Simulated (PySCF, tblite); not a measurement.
# H₂Se₂: circular dichroism and optical rotation, excited states

What do calculations give for the circular dichroism and optical rotation, excited states of H₂Se₂ (`[SeH][SeH]`)?

Computed with tblite 0.8.0 and PySCF 2.14.0 and routines of our own; the level stands in each step. Atoms count from 0.

## (1) The system as given

4 atoms, charge 0, multiplicity 1; geometry from: force field or distance geometry start.

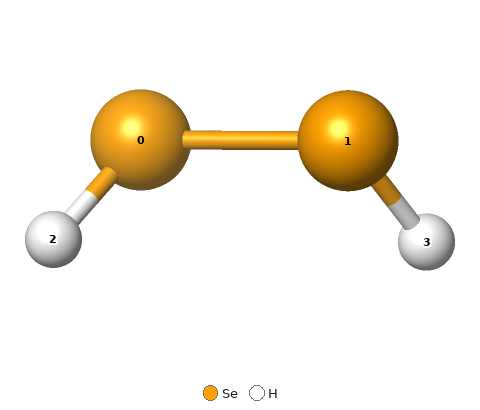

The starting geometry (selenium orange, hydrogen white).

## (2) Geometry optimisation with GFN2-xTB

The job: settings as JSON, then the geometry in Å.

```
{"job": {"kind": "relax", "xc": "GFN2-xTB", "basis": "xTB"}, "charge": 0, "multiplicity": 1}
Se     1.081300     0.493100     0.475100
Se    -1.118500     0.566300    -0.446400
H      1.982300    -0.503600    -0.274700
H     -1.934800    -0.551000     0.223200
```

On the command line:

```bash
> OMP_NUM_THREADS=1 python excited_run.py task.json out
```

The driver reads the jobs from task.json and runs them one after another.

Output:

```text
step      E/eV     max force
  0    -200.69989    0.950
  1    -200.73904    0.850
  2    -200.83272    0.884
  3    -200.85315    0.588
  4    -200.90160    0.456
  5    -200.95896    0.606
  6    -200.98033    0.515
  7    -200.99625    0.333
  8    -200.99946    0.186
  9    -201.00057    0.072
 10    -201.00075    0.044
 11    -201.00092    0.059
 12    -201.00127    0.071
 13    -201.00163    0.064
 14    -201.00185    0.044
 15    -201.00193    0.032
 16    -201.00199    0.041
 17    -201.00212    0.053
 18    -201.00236    0.062
 19    -201.00266    0.062
 20    -201.00285    0.036
 21    -201.00290    0.011
 22    -201.00291    0.004
```

Wall time 0.03 s (1 thread of Intel Xeon 6975P-C, shared host).

The steps of the relaxation:

```tsv
step	energy from step 0 (eV)	largest force (eV/Å)
0	0.0000	0.9503
1	-0.0391	0.8503
2	-0.1328	0.8842
3	-0.1533	0.5877
4	-0.2017	0.4564
5	-0.2591	0.6058
6	-0.2804	0.5153
7	-0.2964	0.3332
8	-0.2996	0.1857
9	-0.3007	0.0719
10	-0.3009	0.0440
11	-0.3010	0.0589
12	-0.3014	0.0707
13	-0.3017	0.0641
14	-0.3020	0.0442
15	-0.3020	0.0316
16	-0.3021	0.0412
17	-0.3022	0.0533
18	-0.3025	0.0625
19	-0.3028	0.0617
20	-0.3030	0.0365
21	-0.3030	0.0114
22	-0.3030	0.0042
```

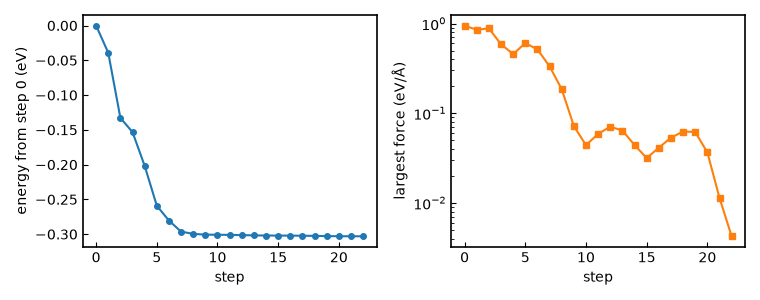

Energy and force, step by step.

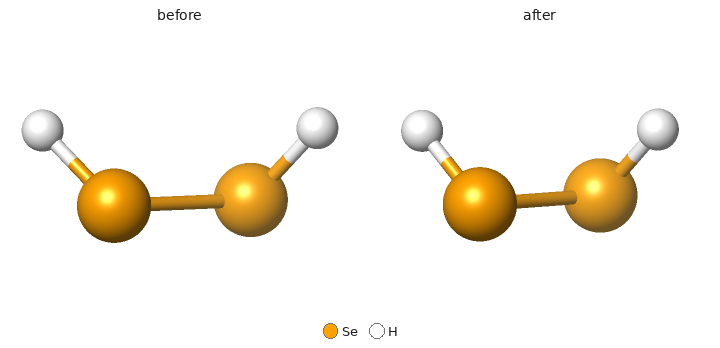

The geometry before (left) and after (right).

Distances of close pairs at the start and the end, largest changes first:

```tsv
bond	before (Å)	after (Å)	change (Å)
Se0–Se1	2.386	2.278	-0.109
Se0–H2	1.539	1.458	-0.080
Se1–H3	1.537	1.458	-0.079
```

The next job starts from the end point, and lists it.

## (3) Infrared spectrum with GFN2-xTB

The job: settings as JSON, then the geometry in Å.

```
{"job": {"kind": "ir", "xc": "GFN2-xTB", "basis": "xTB"}, "charge": 0, "multiplicity": 1}
Se     0.999286     0.476893     0.566803
Se    -0.999507     0.525605    -0.523901
H      1.671469    -0.475313    -0.309412
H     -1.661014    -0.522413     0.243655
```

Output:

```text
mode    cm-1     km/mol
  1     277.3      0.10
  2     317.8      6.94
  3     661.0     59.16
  4     684.4      5.27
  5    1947.8    334.27
  6    1957.3    386.49
```

Wall time 0.02 s (1 thread of Intel Xeon 6975P-C, shared host).

The strongest bands and the atoms that carry them (share of the mass-weighted mode):

```tsv
cm⁻¹	km/mol	atoms
277	0.1	Se1 49 %, Se0 49 %
318	6.9	H3 49 %, H2 49 %
661	59.2	H3 50 %, H2 48 %
684	5.3	H2 51 %, H3 48 %
1948	334.3	H2 63 %, H3 35 %
1957	386.5	H3 63 %, H2 35 %
```

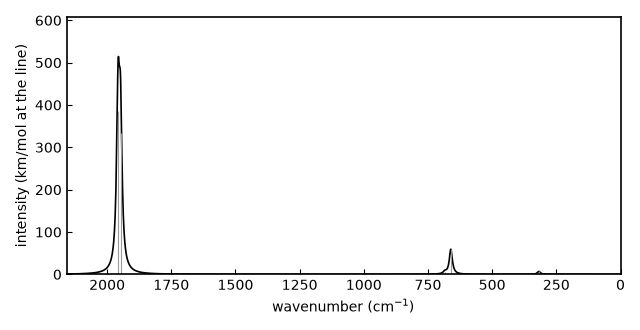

The infrared spectrum from these modes, unscaled. Lines are broadened to a width of 14 cm⁻¹ (Lorentzian).

## (4) Geometry optimisation at PBE0-D3(BJ)/def2-SVP

The job: settings as JSON, then the geometry in Å.

```
{"job": {"xc": "PBE0", "basis": "def2-SVP", "d3": "d3bj", "grid": 1, "kind": "geom"}, "charge": 0, "multiplicity": 1}
Se     0.999286     0.476893     0.566803
Se    -0.999507     0.525605    -0.523901
H      1.671469    -0.475313    -0.309412
H     -1.661014    -0.522413     0.243655
```

Output:

```text
step   0  E = -4803.15945254  max force = 0.012037
step   1  E = -4803.16038717  max force = 0.003558
step   2  E = -4803.16048798  max force = 0.000532
step   3  E = -4803.16049542  max force = 0.000301
optimisation converged
```

Wall time 4.1 s (1 thread of Intel Xeon 6975P-C, shared host); peak memory 0.41 GiB.

Step by step:

```tsv
step	energy from step 0 (eV)	largest force component (eV/Å)
0	0.0000	0.6190
1	-0.0254	0.1830
2	-0.0282	0.0274
3	-0.0284	0.0155
```

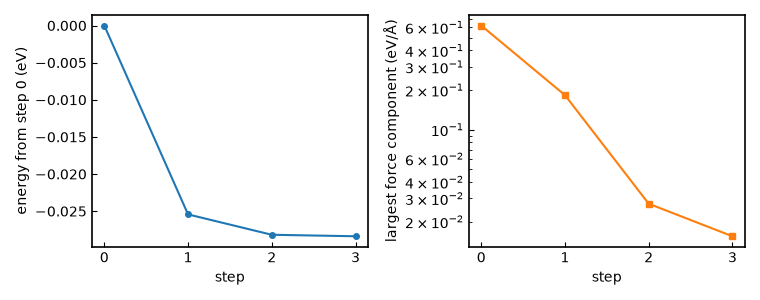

Energy and force, step by step.

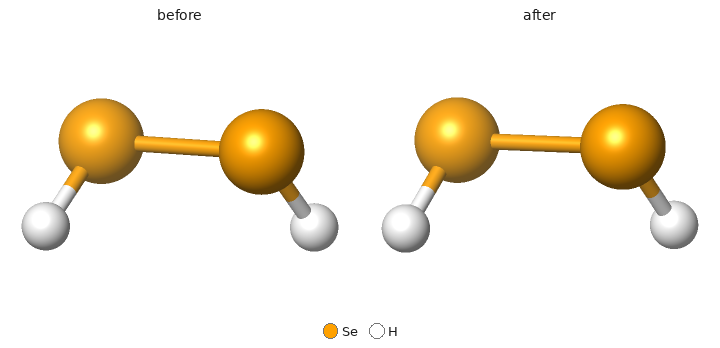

Before and after, at one scale.

Close pairs (by a distance rule), those that changed most:

```tsv
bond	before (Å)	after (Å)	change (Å)
Se0–Se1	2.278	2.331	+0.054
Se1–H3	1.458	1.476	+0.018
Se0–H2	1.458	1.475	+0.017
```

The next job starts from the end point, and lists it.

```tsv
at the end point	value
point group (found at 0.08 Å tolerance)	C2
rotational constants (GHz, main isotopes)	118.5, 2.267, 2.267
dipole moment (D)	1.04
```

## (5) Circular dichroism and optical rotation: TDDFT PBE0/def2-SVPD

The job: settings as JSON, then the geometry in Å.

```
{"job": {"kind": "ecd", "xc": "PBE0", "basis": "def2-SVPD", "nstates": 8}, "charge": 0, "multiplicity": 1}
Se     1.037578     0.512000     0.574864
Se    -1.027963     0.609186    -0.502020
H      1.656589    -0.477828    -0.326955
H     -1.672428    -0.470950     0.269801
```

With the program's defaults for keys left out, this is: TDDFT PBE0/def2-SVPD circular dichroism and optical rotation, one conformer, gas phase.

Output:

```text
coarse grid: 19608 points
cycle   1  E = -4803.1571591829  dE = -1.720e+00  |g| = 1.986e-01  |ddm| = 2.256e+00
cycle   2  E = -4803.1609459499  dE = -3.787e-03  |g| = 1.288e-01  |ddm| = 3.585e-01
cycle   3  E = -4803.1642863332  dE = -3.340e-03  |g| = 1.871e-02  |ddm| = 1.544e-01
cycle   4  E = -4803.1644032523  dE = -1.169e-04  |g| = 5.615e-03  |ddm| = 3.272e-02
cycle   5  E = -4803.1644118632  dE = -8.611e-06  |g| = 1.238e-03  |ddm| = 8.508e-03
final grid: 36896 points
cycle   6  E = -4803.1643992140  dE = -7.026e-08  |g| = 1.331e-03  |ddm| = 3.652e-03
cycle   7  E = -4803.1643991935  dE =  2.044e-08  |g| = 1.421e-03  |ddm| = 3.419e-03
cycle   8  E = -4803.1643995520  dE = -3.585e-07  |g| = 5.755e-05  |ddm| = 1.682e-03
cycle   9  E = -4803.1643995532  dE = -1.116e-09  |g| = 1.215e-05  |ddm| = 9.080e-05
cycle  10  E = -4803.1643995532  dE = -5.639e-11  |g| = 2.280e-06  |ddm| = 2.145e-05
converged SCF energy = -4803.1643995532

Singlet excitations and rotatory strengths (1e-40 esu^2 cm^2)
state   eV       nm     f(len)   f(vel)    R(len)    R(vel)   main configurations
  1   3.8669   320.6  0.00737  0.00850    14.163    15.120   H->L 0.99
  2   3.8782   319.7  0.00379  0.00419   -10.666   -11.224   H-1->L 0.99
  3   5.4806   226.2  0.01216  0.01252    57.386    58.225   H->L+1 0.92
  4   5.4988   225.5  0.01447  0.01476   -65.634   -66.253   H-1->L+1 0.88, H->L+2 0.11
  5   6.0702   204.3  0.00522  0.00581    22.896    27.571   H->L+2 0.83, H-1->L+1 0.10
  6   6.1001   203.2  0.00104  0.00178   -16.755   -21.989   H-1->L+2 0.91
  7   6.9946   177.3  0.33334  0.34156    10.721    11.630   H-2->L 0.76
  8   7.3629   168.4  0.02514  0.02605    11.100    11.296   H->L+3 0.73, H-1->L+4 0.16

Specific rotation (deg / (dm g/mL))
    nm     length   length(OI)   velocity    alpha(len)  alpha(vel)
  633.0      86.32      86.55      95.77       61.149     61.215
  589.3     104.38     104.66     115.84       61.540     61.615
  546.0     129.39     129.73     143.65       62.037     62.125
  436.0     278.12     278.77     309.17       64.261     64.417
  405.0     390.09     390.90     433.77       65.411     65.615
  365.0     772.22     773.24     858.20       67.904     68.254
  355.0    1014.57    1015.55    1126.67       68.974     69.408
```

Wall time 7.3 s (1 thread of Intel Xeon 6975P-C, shared host); peak memory 0.52 GiB.

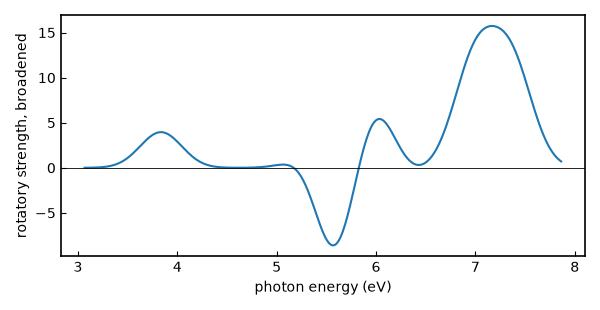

Circular dichroism: velocity-form rotatory strengths under Gaussians of 0.3 eV half-width at 1/e.

## (6) Excited states: TDA CAM-B3LYP/def2-SVPD

The job: settings as JSON, then the geometry in Å.

```
{"job": {"kind": "states", "xc": "CAM-B3LYP", "basis": "def2-SVPD", "tda": true, "soc": true, "nstates": 5, "ntriplets": 5, "nquad": 4}, "charge": 0, "multiplicity": 1}
Se     1.037578     0.512000     0.574864
Se    -1.027963     0.609186    -0.502020
H      1.656589    -0.477828    -0.326955
H     -1.672428    -0.470950     0.269801
```

Level: TDA CAM-B3LYP/def2-SVPD excited states, vertical, gas phase, spin-orbit mean-field couplings.

Output:

```text
coarse grid: 19608 points
cycle   1  E = -4803.9616639418  dE = -1.763e+00  |g| = 2.534e-01  |ddm| = 2.169e+00
cycle   2  E = -4803.9715485440  dE = -9.885e-03  |g| = 1.568e-01  |ddm| = 3.798e-01
cycle   3  E = -4803.9750490900  dE = -3.501e-03  |g| = 1.252e-02  |ddm| = 1.296e-01
cycle   4  E = -4803.9750977047  dE = -4.861e-05  |g| = 4.416e-03  |ddm| = 2.107e-02
cycle   5  E = -4803.9751036564  dE = -5.952e-06  |g| = 1.348e-03  |ddm| = 8.825e-03
final grid: 36896 points
cycle   6  E = -4803.9750881840  dE = -3.973e-07  |g| = 1.031e-03  |ddm| = 2.859e-03
cycle   7  E = -4803.9750882877  dE = -1.037e-07  |g| = 8.811e-04  |ddm| = 2.316e-03
cycle   8  E = -4803.9750884339  dE = -1.462e-07  |g| = 4.985e-05  |ddm| = 9.824e-04
cycle   9  E = -4803.9750884349  dE = -1.005e-09  |g| = 1.517e-05  |ddm| = 7.863e-05
cycle  10  E = -4803.9750884351  dE = -2.110e-10  |g| = 2.217e-06  |ddm| = 4.860e-05
converged SCF energy = -4803.9750884351

Singlet excitations
state   eV       nm        f     d(h-e)  d(exc)  Lambda  PR(NTO)  |dmu|/D   mu/D   main configurations
  1   3.9439   314.4   0.00761   0.070   2.779   0.603   1.023    0.100    0.908   H->L 0.95
  2   3.9554   313.5   0.00298   0.077   2.777   0.598   1.017    0.213    0.655   H-1->L 0.95
  3   5.4950   225.6   0.01331   0.371   2.873   0.515   1.372    1.308    0.472   H->L+1 0.80, H-1->L+2 0.14
  4   5.5091   225.1   0.01456   0.429   2.848   0.517   1.483    1.381    0.542   H-1->L+1 0.76, H->L+2 0.17
  5   6.3387   195.6   0.00089   0.348   3.289   0.541   1.757                     H->L+2 0.66, H-1->L+1 0.18, H-2->L 0.08

Triplet excitations (Tamm-Dancoff)
state   eV     d(h-e)  d(exc)  Lambda  PR(NTO)   main configurations
  1   3.2840   0.072   2.711   0.600   1.014   H->L 0.94
  2   3.3273   0.063   2.703   0.595   1.015   H-1->L 0.94
  3   5.0525   0.409   2.660   0.515   1.357   H->L+1 0.56, H-1->L+2 0.22
  4   5.0568   0.427   2.646   0.520   1.424   H-1->L+1 0.53, H->L+2 0.23
  5   5.2316   0.108   2.687   0.703   1.110   H-2->L 0.88
S1 - T1 = 0.6599 eV

Spin-orbit couplings |<S|Hso|T>| (cm-1)
             T1       T2       T3       T4       T5
S0      646.106  683.429  352.085  891.556  523.087
S1       48.471  303.365  200.602   97.093  668.374
S2      339.250   19.439  187.593  293.952  640.277
S3      216.521  123.783   50.290  164.526   55.579
S4      142.759  201.010  171.035   51.269   20.670
S5       57.488  152.180  286.902   90.025   18.674
T1 sublevels (cm-1): 0.000 32.809 197.606   radiative rates (1/s): 2.02e+03 7.94e+04 5.07e+03
```

Wall time 4.7 s (1 thread of Intel Xeon 6975P-C, shared host); peak memory 0.41 GiB.

Key values:

```tsv
quantity	value
S1 less T1	0.66 eV
```

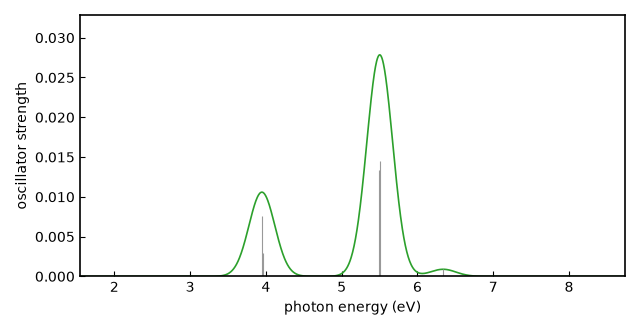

Absorption lines of the singlets. Lines are broadened to a width of 0.40 eV (Gaussian).

## (7) What came out

| quantity | value |
| --- | --- |
| strongest single infrared mode (GFN2-xTB) | 1957 cm⁻¹, 386 km/mol |
| zero-point energy (GFN2-xTB) | 8.4 kcal/mol |
| point group | C2 |
| rotational constants (main isotopes) | 118.46, 2.27, 2.27 GHz |
| state of largest rotatory strength (velocity form) among 8 (step 5, TDDFT PBE0/def2-SVPD) | 5.50 eV, R = -66.3 (velocity), -65.6 (length) ·10⁻⁴⁰ esu² cm² |
| specific rotation at 633.0 nm (step 5, TDDFT PBE0/def2-SVPD) | 95.8 (velocity), 86.3 (length) |
| S1 less T1 (step 6, TDA CAM-B3LYP/def2-SVPD) | 0.66 eV |

All 6 modes are real, so the xTB geometry is a minimum. The strongest single mode, at 1957 cm⁻¹, moves mainly H3 and H2. GFN2-xTB is a fitted tight-binding method: band positions and strengths are rough. Its intensities can rank the bands wrongly. Relaxing lowered the energy by 0.028 eV in 3 steps; the close pair that moved most is Se0–Se1, from 2.278 to 2.331 Å (PBE0/def2-SVP). Steps that list no spin-orbit terms leave them out, which matters at and beside the heavy atoms. Rotations belong to one conformer and to the handedness of the start; where its mirror image forms freely, a sample shows none. Scalar relativity is left out for the heavy atoms. In step 6 the lowest triplet is strongly mixed with the next, so its label is unsure. In step 6, the number of triplets below S1 is 2, and the largest singlet-triplet spin-orbit coupling is S0–T4, 891.56 cm⁻¹.
